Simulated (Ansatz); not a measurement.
**BGeCl (triplet): one geometry, many settings**

Aim: run BGeCl (triplet) at one geometry under a spread of methods and options, and see what each costs and gives.

Method: the settings change from run to run; program: Ansatz 0.2.0, Gaussian basis.

20 further runs of the same task are left out: 9 that didn't finish, 11 set aside as unsound or not needed. Runs told in other sessions of the task aren't counted.

## Step 1: The geometry

The geometry is a PBE0/def2-TZVP stationary point (not a proven minimum) of the parent state, kept for this charge and spin. No spin-orbit coupling is included. The filled d shell of Ge may be among the frozen orbitals whatever the setting's name suggests.

3 atoms, charge 0, spin multiplicity 3.

Atoms are counted from 1 here; the program's logs count them from 0.

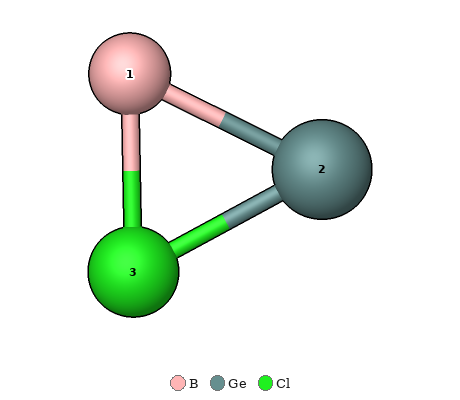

The structure; boron pink, germanium teal, chlorine green; atoms are numbered from 1 in the order of the file.

## Step 2: CASSCF(8,6)/cc-pVDZ

The input, in.yaml:

```yaml
crystal:
  periodic: [false, false, false]
  atoms:
    - {symbol: B, position_ang: [0.000000, -1.623594, -0.677472]}
    - {symbol: Ge, position_ang: [0.000000, 0.087356, 0.804839]}
    - {symbol: Cl, position_ang: [0.000000, 0.316111, -1.442456]}
basis:
  gaussian: {orbitals: cc-pVDZ, point_charges: [{charge: -0.50, position_ang: [3.071, -0.252, 0.629]}]}
magnetization: {spin_polarized: false, initial_magnetization: 2}
correlation: {active_space: {window: {electrons: 8, orbitals: 6}}}
```

Started as:

```bash
> ansatz run in.yaml --threads 1 --pin off --events-out ev --progress --plain --max-ram 2393MiB
```

What it wrote:

```text
Functional definition: HF
  name "HF"
  cite "Fock, Z. Phys. 61, 126 (1930) doi:10.1007/BF01340294"
  parent pbe
  exchange = exact_x
  correlation = 0
656 factors; integrals over basis functions are off by at most 1.0e-3 eV
mean field evaluation 1: about -69644.3633 eV, gradient 9.7e0 eV
mean field evaluation 2: about -69644.3976 eV, gradient 9.8e0 eV
mean field evaluation 4: about -69645.0563 eV, gradient 1.5e0 eV
mean field evaluation 8: about -69645.1586 eV, gradient 6.1e-1 eV
mean field evaluation 16: about -69645.1984 eV, gradient 2.9e-4 eV
mean field evaluation 32: about -69644.9550 eV, gradient 1.5e0 eV
mean field -69645.19844406 eV, -2559.4138356080 hartree, gradient 3.1e-6 eV, S^2 2.000000; 5 other end points of the search recorded, 0 dependent functions left out
reference -69645.19844406 eV, -2559.4138356080 hartree; 28, 26 occupied and 31, 33 virtual orbitals, 656 factors
state -69645.76338048 eV, -2559.4345966389 hartree
Total energy: -69645.76338048 eV, -2559.4345966389 hartree
```

Run time: 8.5 s. Hardware: 1 thread of Arm Neoverse V1, shared host.

From the report: 225 determinants; active occupations 2.00, 1.99, 1.93, 1.02, 0.99, 0.07.

## Step 3: BCCD(T) on ROHF/cc-pVDZ

The input, in.yaml:

```yaml
crystal:
  periodic: [false, false, false]
  atoms:
    - {symbol: B, position_ang: [0.000000, -1.623594, -0.677472]}
    - {symbol: Ge, position_ang: [0.000000, 0.087356, 0.804839]}
    - {symbol: Cl, position_ang: [0.000000, 0.316111, -1.442456]}
basis:
  gaussian: {orbitals: cc-pVDZ}
magnetization: {spin_polarized: false, initial_magnetization: 2}
correlation: {method: bccd_t, electrons: outside_noble_gas, diis_vectors: 12}
```

The command is unchanged.

What it wrote, cut to the lines that bear on the results:

```text
Functional definition: HF
  name "HF"
  cite "Fock, Z. Phys. 61, 126 (1930) doi:10.1007/BF01340294"
  parent pbe
[...]
656 factors; integrals over basis functions are off by at most 1.0e-3 eV
[...]
mean field -69645.12420352 eV, -2559.4111073185 hartree, gradient 3.2e-6 eV, S^2 2.000000; 10 other end points of the search recorded, 0 dependent functions left out
[...]
determinant -69645.12420352 eV, -2559.4111073185 hartree, with singles and doubles -69653.34050055 eV, -2559.7130506653 hartree
determinant -69642.98020265 eV, -2559.3323167400 hartree, with singles and doubles -69651.12854921 eV, -2559.6317629529 hartree
determinant -69642.88377609 eV, -2559.3287731294 hartree, with singles and doubles -69651.38609931 eV, -2559.6412277446 hartree
determinant -69642.63544068 eV, -2559.3196469711 hartree, with singles and doubles -69650.79600489 eV, -2559.6195421744 hartree
determinant -69642.02794242 eV, -2559.2973218218 hartree, with singles and doubles -69650.76010548 eV, -2559.6182228954 hartree
determinant -69641.84553532 eV, -2559.2906184847 hartree, with singles and doubles -69650.72969720 eV, -2559.6171054119 hartree
20 core orbitals not correlated: weight in the atoms' cores, before any rotation towards them, 0.999 or more for the frozen orbitals, at most 0.001 for the correlated occupied ones
reference -69645.12420352 eV, -2559.4111073185 hartree; 8, 6 occupied and 31, 33 virtual orbitals, 656 factors
second order -7.07227730 eV of doubles, -0.11002050 eV of singles
cycle   1  -8.20275383 eV  change    1.4e-2 eV  update   2.5e-2
[...]
cycle  13  -8.19314429 eV  change    9.9e-7 eV  update   1.3e-5
perturbative correction -0.36981523 eV, -0.0135904590 hartree
Total energy: -69653.68716304 eV, -2559.7257902768 hartree
```

Wall time 16 s (1 thread of Arm Neoverse V1, shared host).

From the report: correlation -8.5630 eV; largest double amplitude 0.08.

## Step 4: BCCD/cc-pVDZ

The input, in.yaml:

```yaml
crystal:
  periodic: [false, false, false]
  atoms:
    - {symbol: B, position_ang: [0.000000, -1.623594, -0.677472]}
    - {symbol: Ge, position_ang: [0.000000, 0.087356, 0.804839]}
    - {symbol: Cl, position_ang: [0.000000, 0.316111, -1.442456]}
basis:
  gaussian: {orbitals: cc-pVDZ}
magnetization: {spin_polarized: true, initial_magnetization: 2}
hamiltonian: {xc: {name: PBE0}}
correlation: {method: bccd, electrons: outside_noble_gas}
accuracy: high
output: {forces: true}
```

Same command.

What it wrote, cut to the lines that bear on the results:

```text
Functional definition: PBE0
  name "PBE0"
  cite "Adamo & Barone, J. Chem. Phys. 110, 6158 (1999) doi:10.1063/1.478522"
  cite "Perdew, Burke & Ernzerhof, Phys. Rev. Lett. 77, 3865 (1996) doi:10.1103/PhysRevLett.77.3865"
  parent pbe
[...]
1271 factors; integrals over basis functions are off by at most 4.4e-9 eV
[...]
mean field -69700.94575664 eV, -2561.4625115586 hartree, gradient 5.0e-8 eV, S^2 2.014131; 0 other end points of the search recorded, 0 dependent functions left out
20 core orbitals not correlated: weight in the atoms' cores, before any rotation towards them, 0.999 or more for the frozen orbitals, at most 0.001 for the correlated occupied ones
reference -69644.73762053 eV, -2559.3969006559 hartree; 8, 6 occupied and 31, 33 virtual orbitals, 1271 factors
second order -7.54248177 eV of doubles, -0.26397885 eV of singles
cycle   1  -8.04130581 eV  change   -2.4e-1 eV  update   1.0e-1
[...]
cycle  31  -8.40223796 eV  change  -2.7e-10 eV  update   1.6e-9
[...]
Total energy: -69653.13985849 eV, -2559.7056772056 hartree
Atom 0 at     0.000000    -1.623594    -0.677472 Å, force     0.000000     0.867702     0.845134 eV/Å
Atom 1 at     0.000000     0.087356     0.804839 Å, force    -0.000000    -1.164206     1.369265 eV/Å
Atom 2 at     0.000000     0.316111    -1.442456 Å, force     0.000000     0.296504    -2.214398 eV/Å
Dipole moment:     0.000000     0.135229     0.107334 e Å
```

Wall time 49 s (1 thread of Arm Neoverse V1, shared host); peak memory 0.38 GiB.

From the report: ⟨S²⟩ of the determinant 2.014 (pure triplet: 2.00); correlation -8.4022 eV; largest double amplitude 0.08.

## Step 5: All runs side by side

Where basis and cores are those of an earlier UCCSDT(Q)/cc-pVDZ run (-69653.7731 eV), and the records show the same count of frozen orbitals and kind of state, the miss against it is given; a blank cell means that this couldn't be shown.

```tsv
level	correlated	functions	energy (eV)	from UCCSDT(Q) (meV)	time
CASSCF(8,6)/cc-pVDZ (beside a point charge)		59	-69645.7634		8.5 s
BCCD(T) on ROHF/cc-pVDZ	outside noble gas	59	-69653.6872	86.0	16 s
BCCD/cc-pVDZ (on PBE0 orbitals)	outside noble gas	59	-69653.1399	633.3	49 s
```

## Step 6: Outcome

```
quantity                                               value
    runs                                                   3
quickest  CASSCF(8,6)/cc-pVDZ (beside a point charge), 8.5 s
 slowest               BCCD/cc-pVDZ (on PBE0 orbitals), 49 s
```

What this shows: Total energies in different bases, with other cores or another treatment of relativity can't be set against each other. «valence» and «outside noble gas» are the program's key words; the logs give how many orbitals each freezes, and for Ga to Kr the 3d shell needn't follow the word's plain sense. BCCD/cc-pVDZ (on PBE0 orbitals) took 6 times as long as CASSCF(8,6)/cc-pVDZ (beside a point charge); the jobs differ in more than the method. Among the correlated runs with a miss given, it spans +86 to +633 meV. Cores frozen from Kohn-Sham orbitals shift the total energy.
